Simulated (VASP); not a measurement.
Band structure of CdS (space group F-43m). All values below come from PBEsol GGA, VASP's PBE PAW potentials (set 64) (plane waves; VASP).

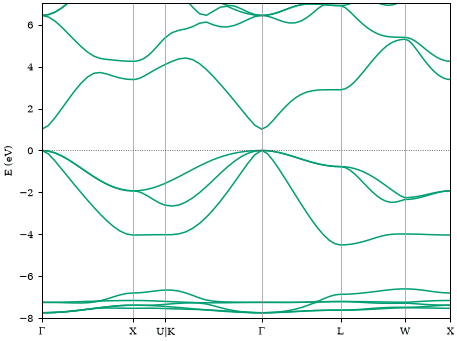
Figure: Bands along high-symmetry lines, zero at the valence-band maximum or, without a gap, the Fermi level

Problem. Read the plot: is there a gap, and where are the band edges?

Solution. The gap is direct, 1.02 eV, from the valence maximum at Γ to the conduction minimum at Γ. (Edges off the drawn lines would not show.)

The structure comes from a measured CdS entry (F-43m) of the Crystallography Open Database, whose conditions weren't checked. It was relaxed first.
